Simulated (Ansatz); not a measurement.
# Bands, cutoff and cost in G0W0 for Te2Mo (P6_3/mmc), part 2 of 2

Aim: see how the G0W0 gap of Te2Mo (P6_3/mmc) on PBE moves with empty bands and screening cutoff, and what each rung costs.

Ansatz 0.2.0; G0W0 on PBE, plane waves, PAW. Known limits of the many-body steps: not at the basis limit; no spin-orbit coupling; coarse k mesh.

So far. Step 4 (1035 empty bands, screening to 210 eV): Against the run with 6×6×2 mesh, 481 empty bands, screening to 126 eV, the gap moves by +0.02 eV. Step 5 (Changing the frequency model: 6×6×2 mesh, 1035 empty …): Against the run with 6×6×2 mesh, 1035 empty bands, screening to 210 eV, the gap moves by +0.03 eV.

## 6. Changing the files and raising the bands: 6×6×2 mesh, 1534 empty bands, screening to 273 eV, hard PAW files

Other atomic data (hard PAW) test the pseudisation: the cutoff goes from 420 to 640 eV, with the same valence electrons. Bands and screening cutoff change too, so the step is no clean test of the files.

input.yaml

```yaml
crystal:
  lattice:
    - [3.5182, 0.0, 0.0]
    - [-1.7591, 3.0468505756, 0.0]
    - [0.0, 0.0, 13.9736]
  atoms:
    - { symbol: Te, position: [0.3333333333, 0.6666666667, 0.621] }
    - { symbol: Te, position: [0.6666666667, 0.3333333333, 0.121] }
    - { symbol: Te, position: [0.3333333333, 0.6666666667, 0.879] }
    - { symbol: Te, position: [0.6666666667, 0.3333333333, 0.379] }
    - { symbol: Mo, position: [0.3333333333, 0.6666666667, 0.25] }
    - { symbol: Mo, position: [0.6666666667, 0.3333333333, 0.75] }
kpoints:
  mp_grid: { grid: [6, 6, 2] }
hamiltonian:
  xc: pbe
  pseudopotentials: { kind: paw, source: ansatz }
scf:
  occupations: { method: fixed }
gw:
  n_empty_bands: 1534
  ecut_chi: 273.0
  qp_bands: [v2, c2]
  qp_kpoints: band_edges
  screening: { model: contour_deformation }
```

Command:

```console
> ansatz run input.yaml --threads 3 --pin off --max-ram 92160MiB --backend cuda --events-out ev --progress --plain --runs-dir out --devices 1 --max-vram 13GiB  # rebuilt from the run's record
```

Numbers of over 12 decimals in the logs are rounded to 6 here.

Output:

```text
GPUs: using 1 of 1 available (devices: 1).
[...]
GPU FFT provider: cuFFT
GPU libraries: cuBLAS 13.8.2, cuFFT 12.4.0, cuSOLVER 12.3.4
Crystal: 6 atoms, lattice volume = 149.789 Å³
Basis set: ecut = 640 eV, 5559 PW (Γ)
Bands: 56, of which v1, the nominal top of the filled ones, is band 46 counted from 1 (45 counted from 0)
Symmetry: 24 space group operations
[...]
k-points: 14 of 72
[...]
1    48     16.0352   -12.5779    -4.3748   -16.7943  0.7260    15.8777    15.8769  root
[...]
13    45     12.8843   -18.0638     0.0012   -17.8509  0.7127    12.6718    12.6725  root
    13    46     12.8843   -18.0638     0.0012   -17.8509  0.7127    12.6718    12.6725  root
    13    47     14.0741   -15.3351    -4.2544   -19.6410  0.7023    14.1256    14.1256  root
    13    48     14.0741   -15.3351    -4.2544   -19.6410  0.7023    14.1256    14.1256  root
[key lines of the parts left out:]
SCF converged after 10 iterations
Free energy (F): -37844.803715 eV
Fermi energy:    13.093940 eV
```

Elapsed: 5.7 min, on 1 × NVIDIA H100 80GB HBM3 (shared by 6 runs) with 3 threads of AMD EPYC 7R13 (Zen 3), shared host; peak memory 8.9 GiB.

Numbers from this step:

```yaml
bands_summed: 1580
rpa_eps_infinity_on_this_mesh_eigenvalues: 10.64, 19.46, 19.46
plane_waves_in_the_screening_matrix: 1549
g0w0_gap_on_the_mesh: 1.030 eV
k_of_the_valence_top: 0, 0, 0
k_of_the_conduction_bottom: 0.1667, 0.1667, 0
starting_gap_on_the_mesh: 0.8261 eV
least_direct_g0w0_gap_on_the_computed_points: 1.297 eV
```

Against the run with 6×6×2 mesh, 1035 empty bands, screening to 210 eV, the gap moves by +0.012 eV.

## 7. Convergence and cost

Times are wall times on 1 × NVIDIA H100 80GB HBM3 (shared by 6 runs) with 3 threads of AMD EPYC 7R13 (Zen 3), shared host, good to a factor of about two.

| mesh | files | frequency | bands summed | cutoff (eV) | start (eV) | G0W0 (eV) | time | host memory (GiB) |
| --- | --- | --- | --- | --- | --- | --- | --- | --- |
| 6×6×2 | default PAW | contour deformation | 216 | 63 | 0.826 | 0.947 | 18 s | 1.3 |
| 6×6×2 | default PAW | contour deformation | 527 | 126 | 0.826 | 0.996 | 39 s | 2.1 |
| 6×6×2 | default PAW | contour deformation | 1081 | 210 | 0.826 | 1.018 | 100 s | 4.5 |
| 6×6×2 | default PAW | plasmon pole | 1081 | 210 | 0.826 | 1.046 | 3.2 min | 9.3 |
| 6×6×2 | hard PAW | contour deformation | 1580 | 273 | 0.826 | 1.030 | 5.7 min | 8.9 |

The parts of the quasiparticle energy at the two band edges (eV; QP = start + Σx + Σc − Vxc):

| run | edge | start | Σx | Σc | Vxc | Z | QP |
| --- | --- | --- | --- | --- | --- | --- | --- |
| 216 bands | valence top | 12.48 | -18.83 | 0.70 | -18.52 | 0.73 | 12.88 |
| 216 bands | conduction bottom | 13.30 | -13.10 | -3.22 | -16.84 | 0.74 | 13.82 |
| 527 bands | valence top | 12.48 | -18.83 | 0.32 | -18.52 | 0.72 | 12.49 |
| 527 bands | conduction bottom | 13.30 | -13.10 | -3.56 | -16.84 | 0.74 | 13.48 |
| 1081 bands | valence top | 12.48 | -18.83 | 0.16 | -18.52 | 0.72 | 12.33 |
| 1081 bands | conduction bottom | 13.30 | -13.10 | -3.69 | -16.84 | 0.73 | 13.35 |

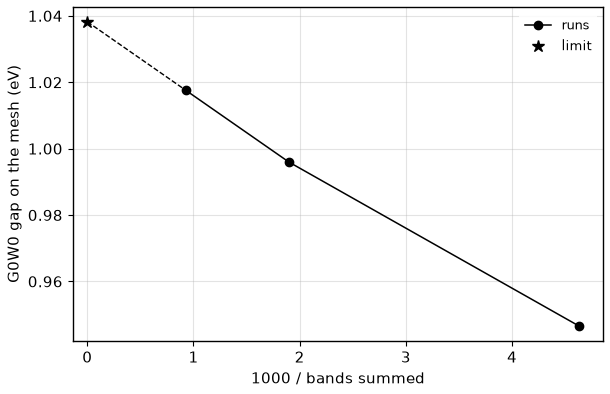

The gap against one over the number of bands; the dashed line carries the two highest rungs to the limit.

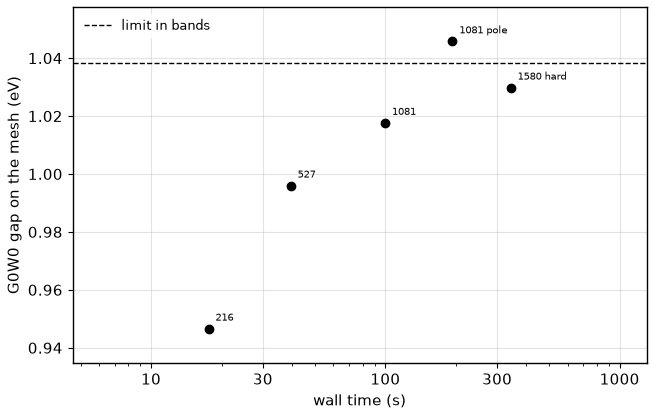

Result against wall time.

## 8. Summary of results

| Item | Value |
| --- | --- |
| 216 bands, 63 eV | 0.947 eV |
| 527 bands, 126 eV | 0.996 eV |
| 1081 bands, 210 eV | 1.018 eV |
| estimated limit in bands and cutoff | 1.04 eV |
| mesh and start | 6×6×2, PBE |

What this shows: A line in one over the bands through the two highest rungs gives 1.04 eV, +0.02 eV from the top rung; the pair below gives 1.03 eV, in fair agreement. The rungs stand 0.09 eV (216 bands), 0.04 eV (527 bands) and 0.02 eV (1081 bands) from it. From 216 to 1081 bands the gap moves by +0.07 eV while the time grows 5.7-fold. Σc changes by −0.55 eV at the valence top and −0.48 eV at the conduction bottom, so the levels themselves move more than the gap between them. The plasmon-pole model gives +0.03 eV against contour deformation, 15 % of the correction (the least direct gap moves by +0.09 eV), and saved no time in this program. With hard PAW files and 1580 bands the gap is 1.03 eV; the line for the default PAW files gives 1.02 eV at that count, a difference of +0.01 eV that holds the line's own error too. The cheapest rung within 0.1 eV of this estimate is that with 216 bands (18 s). The 6×6×2 mesh misses a band edge: over a band path and its finer mesh (run apart) the PBE gap is 0.71 eV, so the G0W0 gap over the zone may lie about 0.12 eV below its value on the mesh. The 6×6×2 mesh is coarse for this cell (its supercell is 21 Å along the shortest edge). The RPA ε∞ on it, from the PBE start, is 10.65 and 19.51; such meshes misread the long-range screening, most where the gap is narrow. The many-body steps are scalar-relativistic: spin-orbit coupling is not in them.

[Paths, hosts, dates, memory and timing lines, banners, echoed tables and standing remarks are left out of the program output.]

[Logs are printed without paths, hosts, clocks, repeated set-up lines and the standing remarks that a program may print on its own settings, such as how far it seeks lower states.]

[Runs of the session that timed out or met a known fault of the program may be left out.]

[Cells called generated may have been cut or substituted from an entry of the Crystallography Open Database or the Materials Project.]

[Hosts, paths, dates, database ids (printed as entryN), source tags and the programs' standing remarks are cut or masked in the printed files.]
